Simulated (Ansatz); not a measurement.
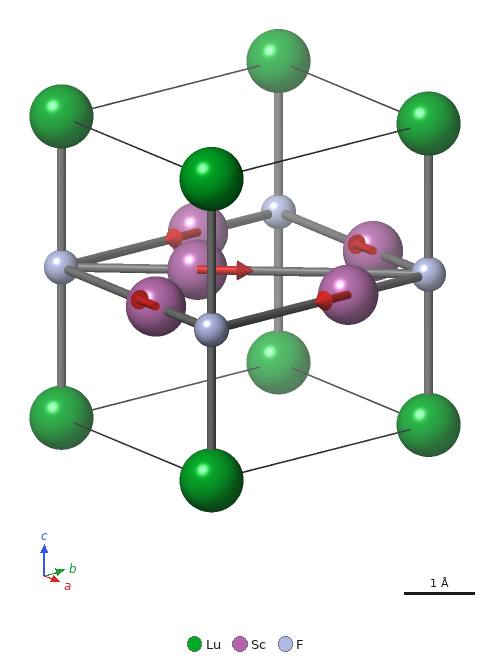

This is a relaxation of solid LuSc₃F (a generated structure, set up in P-62m) (coarse preliminary run). The starting structure is drawn; red arrows show the displacements (the part carried along by the change of the cell is left out), at their true length.

Style: ball-and-stick. Shown: the cell of the calculation, slightly off an axis.

The calculation used Ansatz 0.2.0, DFT PBE, scalar-relativistic, plane waves, PAW. Set-up: plane-wave cutoff 420 eV; k-point mesh 6 × 6 × 4; occupations gaussian; smearing width 0.1 eV; no spin polarisation; cell and atoms relaxed; force threshold 0.04 eV/Å; at most 70 steps.

### What happened in the run?

The largest moves relative to the cell, 0.82 Å, are those of Sc atoms. Lu and F stay in place. The drawn cell changes as follows: a = b 5.291 → 6.337 Å (+19.8 %), c 4.396 → 4.031 Å (−8.3 %); the volume changes by +31.5 %. Near-neighbour distances that change, for instance: Sc–Sc 3.395 → 5.486 Å, F–Sc 1.960 → 3.168 Å, Lu–Sc 2.945 → 3.754 Å, Sc–Sc 2.900 → 3.168 Å. The space group (tolerance 0.01 Å) goes from P-62m (No. 189) to P6/mmm (No. 191). After 12 accepted moves (14 points after the start) the energy has fallen by 463 meV per atom. The largest force component goes from 2.2 to 0.00044 eV/Å. The pressure goes from 17.63 to 0.09 GPa. The SCF was repeated twice at an unchanged geometry on a basis and grid sized afresh for the cell, which shifted the energy by 38.3 meV per atom at most.
